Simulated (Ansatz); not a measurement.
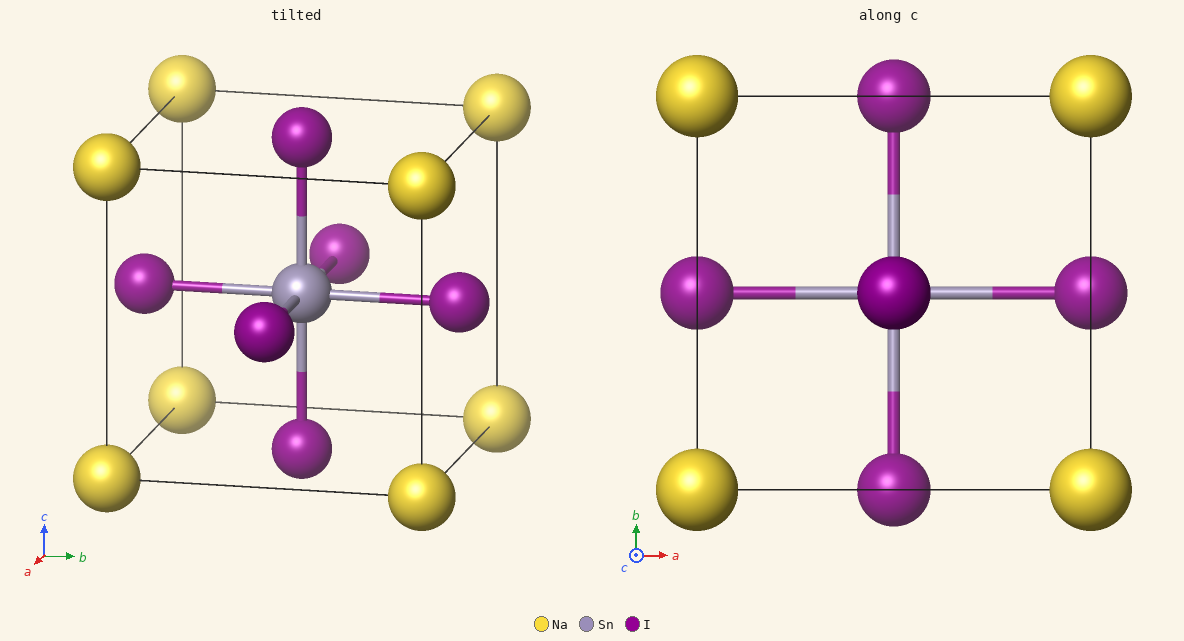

Shown here is a ball-and-stick view of the crystal, taken slightly off an axis and along the c axis. Atoms at the boundary of the unit cell (the box) are drawn once for each face, edge or corner they touch.

NaSnI3, a = 6.233 Å, b = 6.233 Å, c = 6.188 Å, α = 90.00°, β = 90.00°, γ = 90.00°. Strictly the space group is P4/mmm (No. 123, within 0.01 Å). It is a distorted form of a primitive cubic structure, space group Pm-3m (No. 221) within 0.25 Å: cubic perovskite. The cell started as a structure type filled with these elements by a generator (whether the compound takes this form wasn't checked). The cell was then strained or its atoms displaced on purpose. A calculation with Ansatz used it as input.

This one geometry was computed with Ansatz (DFT, plane waves, PAW) at three levels of theory: r2SCAN, PBE and HSE06. It was relaxed with r2SCAN and then strained.

**How does the band gap change with the level of theory?**

PBE: a gap of 0.32 eV, direct; r2SCAN: a gap of 0.44 eV, direct; HSE06: a gap of 0.78 eV, direct.

**Collect the results in a table.**

| level | cutoff (eV) | k-mesh of the run's cell | gap (eV) | pressure (GPa) |
| --- | --- | --- | --- | --- |
| r2SCAN | 500 | 4×4×4 | 0.44 | -0.1 |
| PBE | 420 | 4×4×4 | 0.32 | 0.2 |
| HSE06 | 420 | 2×2×2 | 0.78 | 1.3 |

Gaps are taken on the k-mesh or band path of each run.
